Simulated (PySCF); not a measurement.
```yaml
atoms:
  - { symbol: C, position_ang: [2.3198, -1.0932, 0.5740] }
  - { symbol: C, position_ang: [1.6885, -0.7740, -0.7823] }
  - { symbol: C, position_ang: [0.8453, 0.4569, -0.7064] }
  - { symbol: C, position_ang: [1.2866, 1.7636, -1.0668] }
  - { symbol: C, position_ang: [0.2826, 2.6217, -0.7681] }
  - { symbol: O, position_ang: [-0.7647, 1.9373, -0.2441] }
  - { symbol: C, position_ang: [-0.4190, 0.6299, -0.2057] }
  - { symbol: N, position_ang: [-1.3748, -0.1916, 0.3402] }
  - { symbol: Si, position_ang: [-2.5463, 0.7326, 1.2696] }
  - { symbol: Si, position_ang: [-1.5098, -1.8713, -0.0972] }
  - { symbol: H, position_ang: [1.5445, -1.2495, 1.3207] }
  - { symbol: H, position_ang: [2.9300, -1.9917, 0.5092] }
  - { symbol: H, position_ang: [2.9487, -0.2680, 0.9012] }
  - { symbol: H, position_ang: [1.0929, -1.6267, -1.1133] }
  - { symbol: H, position_ang: [2.4793, -0.6080, -1.5177] }
  - { symbol: H, position_ang: [2.2383, 2.0099, -1.4939] }
  - { symbol: H, position_ang: [0.1755, 3.6833, -0.8610] }
  - { symbol: H, position_ang: [-1.7968, 1.5600, 2.2107] }
  - { symbol: H, position_ang: [-3.3243, -0.2841, 1.9728] }
  - { symbol: H, position_ang: [-3.3990, 1.5209, 0.3820] }
  - { symbol: H, position_ang: [-1.3784, -1.9967, -1.5510] }
  - { symbol: H, position_ang: [-0.4839, -2.6523, 0.5997] }
  - { symbol: H, position_ang: [-2.8398, -2.2820, 0.3373] }
```

Geometry: GFN2-xTB.

Method: PySCF, PBE0/pcSseg-1, SCF density, gas phase, non-relativistic.

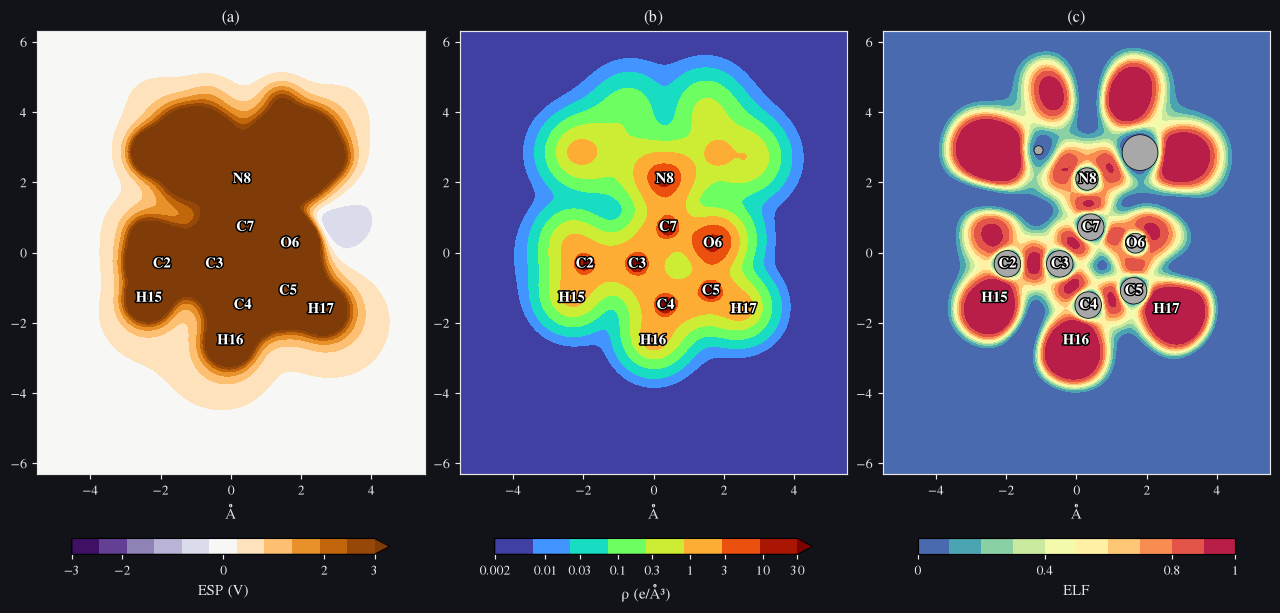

C6H13NOSi2 (SMILES CCc1ccoc1N([SiH3])[SiH3]). (a) electrostatic potential; (b) electron density; (c) ELF on the plane of atoms O6, C7 and N8. Grey discs cover the atomic cores in the ELF map.

Q: What do the fields say about this system?

A:
- The plane passes through C, O, N and H nuclei.
- C–O (1.35 Å): the density is about 2.4 e/Å³ at the midpoint, with its minimum of 2 e/Å³ about 0.5 Å from C; the ELF peaks at about 0.90 between the atoms, as expected for a shared but strongly polarised pair.
- C–C (1.35 Å): the density is about 2.2 e/Å³ at the midpoint; the ELF peaks at about 0.95 between the atoms: a covalent bond.
- C–N (1.37 Å): ρ is about 2.2 e/Å³ halfway; the ELF peaks at about 0.90 between the atoms (localised, covalent bonding).
- C–H (1.07 Å): ρ at the midpoint is about 2.1 e/Å³; the ELF climbs to about 1 towards the hydrogen, as it does in any bond to H (an ordinary covalent bond to hydrogen).
- C–C (1.43 Å): the density is about 1.9 e/Å³ at the midpoint; the ELF peaks at about 0.95 between the atoms (a covalent bond).
- The ELF also peaks beside O6, away from the bonds: lone-pair regions.
- Outside the dense part of the molecule the potential is most negative (−0.8 V) near O6.
